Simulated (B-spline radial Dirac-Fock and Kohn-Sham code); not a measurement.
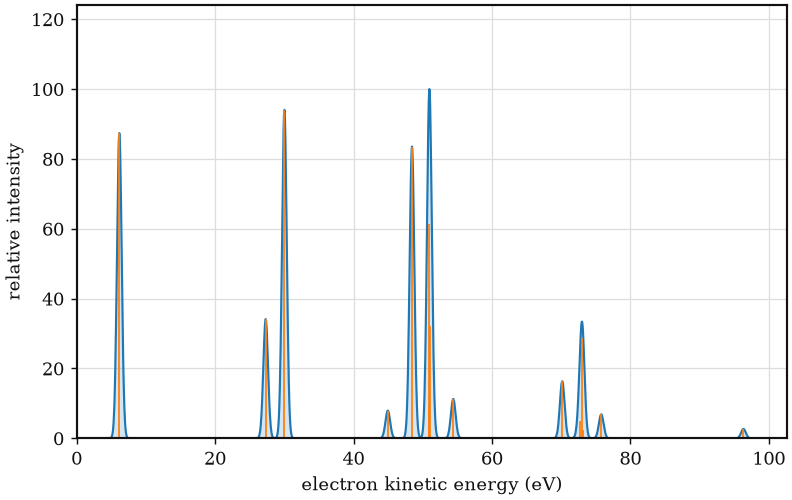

Auger groups that fill an N5 (4d5/2) hole, broadened by 0.80 eV full width. Kinetic energies count from the vacuum level; very weak lines are left out. It refers to neutral La ([Xe] 5d1 6s2). Computed with a B-spline radial atomic code: independent-particle Coulomb rates on relativistic LDA orbitals, configuration-average energies from Dirac–Fock.

**Which group is strongest?**

N5-O1O3 at 30.02 eV, 19 % of the non-radiative width.
